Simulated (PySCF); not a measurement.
C₃H₁₂ClNSi₄

```yaml
atoms:
  - { symbol: C, position_ang: [0.6260, -3.2976, -1.6995] }
  - { symbol: C, position_ang: [0.5261, -2.1329, -1.4188] }
  - { symbol: Si, position_ang: [0.4114, -0.3406, -0.9492] }
  - { symbol: C, position_ang: [1.8670, 0.1177, 0.1735] }
  - { symbol: Si, position_ang: [1.8923, 1.9164, 0.7850] }
  - { symbol: N, position_ang: [-1.1210, -0.1303, -0.1171] }
  - { symbol: Si, position_ang: [-1.3560, -0.8831, 1.4398] }
  - { symbol: Si, position_ang: [-2.3059, 0.9785, -0.7127] }
  - { symbol: Cl, position_ang: [-1.9453, 2.8243, -0.0110] }
  - { symbol: H, position_ang: [0.7062, -4.3169, -1.9508] }
  - { symbol: H, position_ang: [0.3752, 0.4653, -2.1747] }
  - { symbol: H, position_ang: [2.7892, -0.0885, -0.3694] }
  - { symbol: H, position_ang: [1.8671, -0.5477, 1.0373] }
  - { symbol: H, position_ang: [3.1511, 2.1374, 1.5107] }
  - { symbol: H, position_ang: [0.7761, 2.1722, 1.6950] }
  - { symbol: H, position_ang: [1.8434, 2.8317, -0.3581] }
  - { symbol: H, position_ang: [-0.4495, -2.0257, 1.5092] }
  - { symbol: H, position_ang: [-2.7506, -1.3209, 1.5075] }
  - { symbol: H, position_ang: [-1.0736, 0.0792, 2.5099] }
  - { symbol: H, position_ang: [-3.6199, 0.5640, -0.2410] }
  - { symbol: H, position_ang: [-2.2183, 1.0146, -2.1660] }
```

Geometry: GFN2-xTB.

These are results of PySCF 2.14.0, PBE0/pcSseg-1, SCF density, gas phase, non-relativistic, not measurements.

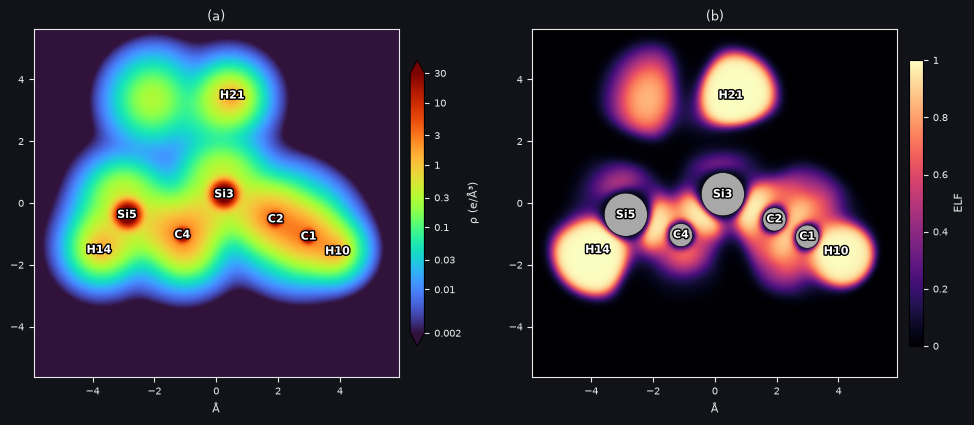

Figure 1. (a) total electron density; (b) ELF on the plane of atoms Si3, C4 and Si5. Grey discs cover the atomic cores in the ELF map.

Describe what can be read from this map.

- The section cuts through C, Si and H sites.
- C–C (1.20 Å): ρ is about 2.8 e/Å³ halfway; the ELF peaks at about 0.85 between the atoms (a multiple bond).
- C–Si (1.86 Å): the density is about 0.93 e/Å³ at the midpoint; the ELF peaks at about 0.95 between the atoms (a shared electron pair).
- C–H (1.05 Å): the density is about 2.2 e/Å³ at the midpoint; the ELF climbs to about 1 towards the hydrogen, as it does in any bond to H; an ordinary covalent bond to hydrogen.
- C–Si (1.90 Å): ρ is about 0.89 e/Å³ halfway; the ELF peaks at about 0.95 between the atoms: a covalent bond.
- Si–H (1.47 Å): the density is about 0.8 e/Å³ at the midpoint; the ELF climbs to about 1 towards the hydrogen.
- The ELF also peaks beside Cl9, away from the bonds: lone-pair regions.

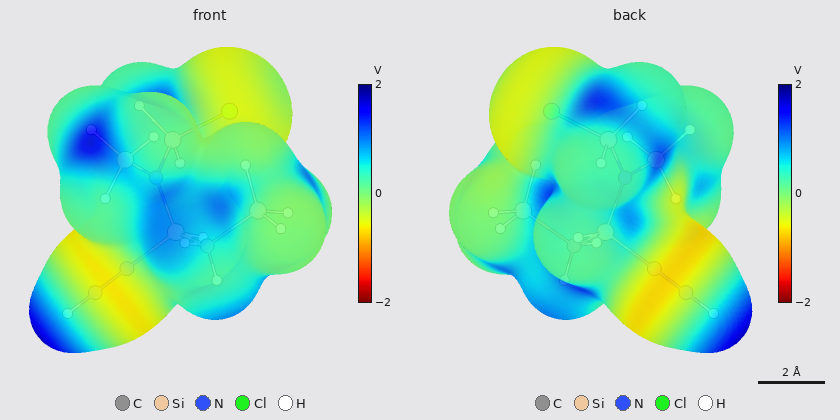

Figure 2. The electrostatic potential painted on the density surface at 0.002 e/bohr³, seen from the front and from behind; the colour scale runs from red (negative) to blue (positive).

Which sites attract a positive test charge, and which a negative one?

A positive charge is drawn to the negative regions and a negative charge to the positive ones. The most negative region (about −0.7 V) lies over C1 and C2, the most positive (about +1.7 V) over Si7 and H10.

How polar is the molecule by this calculation?

Its dipole moment is 2.04 D.
